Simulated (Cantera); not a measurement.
Feed: 1 mol Al, 1.3 mol Cl₂, 13 mol H₂, equilibrated at 0.133 bar.

Cantera equilibrium calculation (NASA polynomials, part measured and part estimated; ideal gas, pure solids and liquids). Candidate condensed phases: Al, AlCl₃; 12 gas species. The tables' values for AlCl₂ are old estimates; treat these amounts as uncertain. Equilibrium is a limit: real reactors are often held back by kinetics, nucleation or transport.

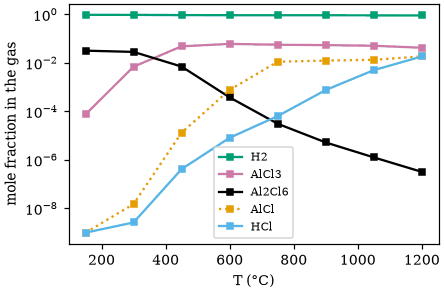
Fig. 1. Equilibrium gas composition (values under 1e-9 drawn at 1e-9)

From 150 °C to 600 °C the condensed part is Al(s). At 750 °C the condensed part is Al(l). From 900 °C to 1200 °C nothing is condensed. The main Al-bearing gas is Al₂Cl₆ at 150 °C and AlCl₃ at 1200 °C.
